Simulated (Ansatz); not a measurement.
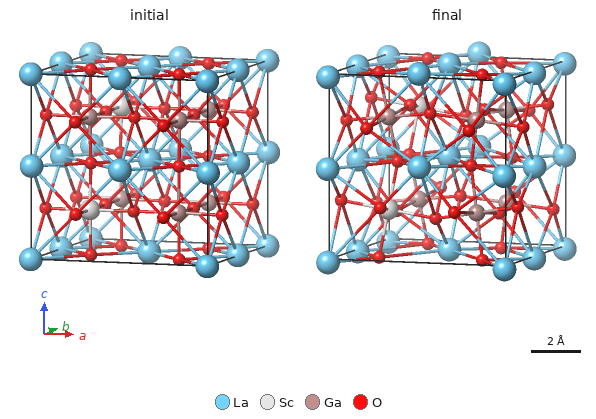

The structure of a defect cell of composition La8Sc2Ga6O24 before (left) and after (right) a relaxation, at one scale.

The picture is a ball-and-stick view of the cell of the calculation, seen slightly off an axis.

Level of theory: DFT, PBEsol, PAW, plane waves (Ansatz).

Input file:
```yaml
crystal:
  lattice:
    - [7.729308, 0.000000, 0.000000]
    - [0.000000, 7.729308, 0.000000]
    - [0.000000, 0.000000, 7.729308]
  atoms:
    - { symbol: La, position: [0.996334, 0.003906, 0.997612] }
    - { symbol: La, position: [0.002199, 0.000413, 0.502365] }
    - { symbol: La, position: [0.998333, 0.503033, 0.001948] }
    - { symbol: La, position: [0.003491, 0.499403, 0.501871] }
    - { symbol: La, position: [0.503638, 0.997397, 0.994703] }
    - { symbol: La, position: [0.502194, 0.002377, 0.498529] }
    - { symbol: La, position: [0.498827, 0.496361, 0.003058] }
    - { symbol: La, position: [0.500994, 0.500874, 0.499325] }
    - { symbol: Sc, position: [0.248681, 0.245728, 0.248188] }
    - { symbol: Sc, position: [0.256074, 0.751885, 0.752140] }
    - { symbol: Ga, position: [0.244756, 0.249346, 0.749948] }
    - { symbol: Ga, position: [0.253276, 0.754728, 0.251917] }
    - { symbol: Ga, position: [0.749518, 0.248621, 0.250138] }
    - { symbol: Ga, position: [0.754058, 0.251049, 0.749713] }
    - { symbol: Ga, position: [0.748949, 0.749992, 0.249249] }
    - { symbol: Ga, position: [0.745811, 0.752878, 0.752057] }
    - { symbol: O, position: [0.252184, 0.251779, 0.004423] }
    - { symbol: O, position: [0.253422, 0.249491, 0.500336] }
    - { symbol: O, position: [0.253673, 0.754029, 0.997209] }
    - { symbol: O, position: [0.249527, 0.747787, 0.501233] }
    - { symbol: O, position: [0.753536, 0.249949, 0.996616] }
    - { symbol: O, position: [0.751931, 0.252910, 0.500952] }
    - { symbol: O, position: [0.749876, 0.749006, 0.001374] }
    - { symbol: O, position: [0.751551, 0.747285, 0.501518] }
    - { symbol: O, position: [0.996764, 0.250846, 0.246565] }
    - { symbol: O, position: [0.999700, 0.249890, 0.751701] }
    - { symbol: O, position: [0.999512, 0.751744, 0.250993] }
    - { symbol: O, position: [0.997237, 0.752060, 0.746228] }
    - { symbol: O, position: [0.495272, 0.251166, 0.248779] }
    - { symbol: O, position: [0.500794, 0.249132, 0.756532] }
    - { symbol: O, position: [0.501166, 0.749529, 0.249023] }
    - { symbol: O, position: [0.500923, 0.748547, 0.749013] }
    - { symbol: O, position: [0.251944, 0.002920, 0.250070] }
    - { symbol: O, position: [0.251035, 0.995622, 0.748273] }
    - { symbol: O, position: [0.250655, 0.497027, 0.247998] }
    - { symbol: O, position: [0.252551, 0.501153, 0.748318] }
    - { symbol: O, position: [0.748326, 0.003811, 0.251322] }
    - { symbol: O, position: [0.750142, 0.998757, 0.747481] }
    - { symbol: O, position: [0.750838, 0.495768, 0.247513] }
    - { symbol: O, position: [0.752085, 0.499167, 0.750892] }
  symmetry: { detect: false }
kpoints:
  mp_grid: { grid: [1, 1, 1], shift: [0.25, 0.25, 0.25] }
hamiltonian:
  xc: pbesol
scf:
  occupations: { method: fermi_dirac, width: 0.01 }
relax:
  f_tol: 0.03
  max_steps: 80
  escape_saddle: false
  adjacent_minimum: "off"
output:
  forces: true
  eigenvalues: true
  populations: true
```

Command:
```bash
ansatz run in.yaml --threads 7 --pin off --max-ram 13300MiB --runs-dir r --events-out ev --progress --plain
```

> Describe what moved and what it gained.

The largest moves, 0.45 Å, are those of O17 and O26. O17 goes along [−3 −3 −1]. By element the largest moves are O 0.45 Å, La 0.20 Å, Sc 0.05 Å, Ga 0.05 Å. The cell doesn't change. Some distances before and after: La7–O17 2.685 → 3.271 Å, La4–O36 2.708 → 3.279 Å, La5–O34 2.728 → 3.279 Å, La8–O35 2.742 → 3.279 Å. Among the angles between lasting bonds that change: Ga12–O27–Ga15 179.7° → 154.6°, Sc9–O33–Ga12 179.5° → 154.9°, Ga11–O26–Ga14 179.1° → 154.6°. After 7 geometry steps the energy has fallen by 3.998 eV per cell of the calculation. The largest force component goes from 3.4 to 0.0035 eV/Å.

Limits of the set-up: the periodic images lie only 7.7 Å apart, so the values are limited by the cell's size.
